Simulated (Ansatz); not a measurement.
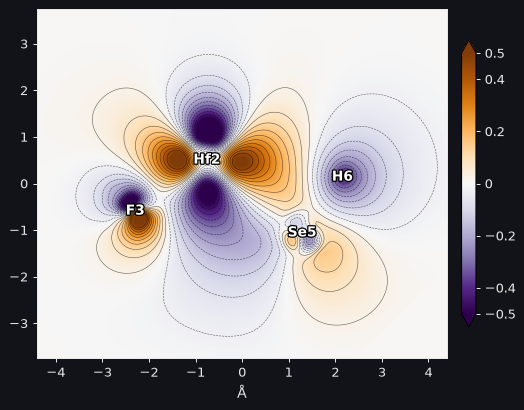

*F3HHfSe. One frontier orbital on the plane of atoms F3, Hf2 and Se5 (values in Å⁻³ᐟ²; the overall sign is arbitrary).*

Geometry: PBE0-D4/def2-TZVP; core potentials replace the inner electrons of Hf.

The calculation used Ansatz, RKS PBE0-D4/def2-TZVPP.

Input

```
crystal:
  periodic: [false, false, false]
  atoms:
    - {symbol: F, position_ang: [-0.806586, -1.369732, 1.296832]}
    - {symbol: Hf, position_ang: [0.322375, -0.500380, 0.049301]}
    - {symbol: F, position_ang: [2.143708, -0.779863, 0.471131]}
    - {symbol: F, position_ang: [-0.094853, -1.181914, -1.667648]}
    - {symbol: Se, position_ang: [-0.081318, 2.044838, 0.112318]}
    - {symbol: H, position_ang: [-1.483315, 1.787061, -0.261934]}
basis:
  gaussian: {orbitals: def2-TZVPP}
hamiltonian: {xc: pbe0, dispersion: d4}
output: {orbitals: {seedname: orbitals}}
```

Run with:

```sh
ansatz run in.yaml --threads 4 --pin off --events-out ev --progress --plain --max-ram 10444MiB
```

Question: Which orbital is it: HOMO or LUMO?

Answer: The LUMO, at −1.50 eV. Its weight (Hirshfeld) is mainly on Hf2 (about 60 %), Se5 (about 15 %), F3 (about 10 %) and H6 (about 10 %).
